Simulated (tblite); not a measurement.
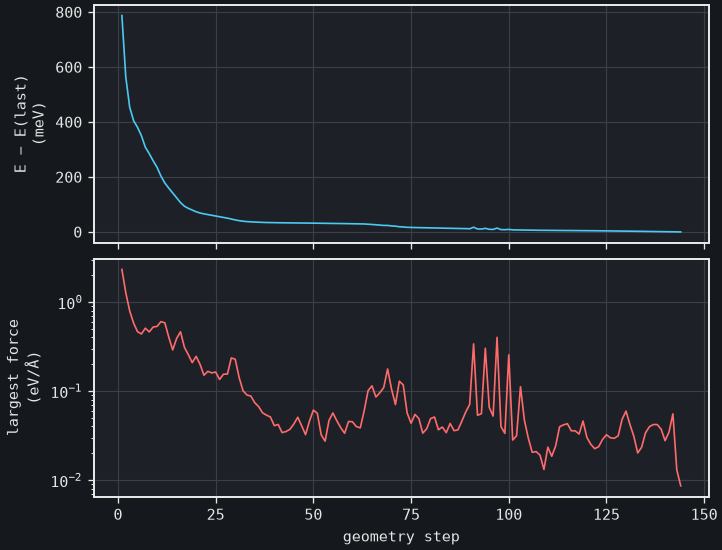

History of a geometry optimisation.

The run: C5H9OP (SMILES C=C[C@@H]1CP1CO), by GFN2-xTB geometry optimisation, gas phase in tblite.

### How did it end, and what did it gain?

The optimisation met its thresholds at geometry 144, counting the start as the first. The energy fell by about 790 meV from the first step to the last. The largest force goes from about 2.3 eV/Å at the start to 9 × 10⁻³ eV/Å at the end.
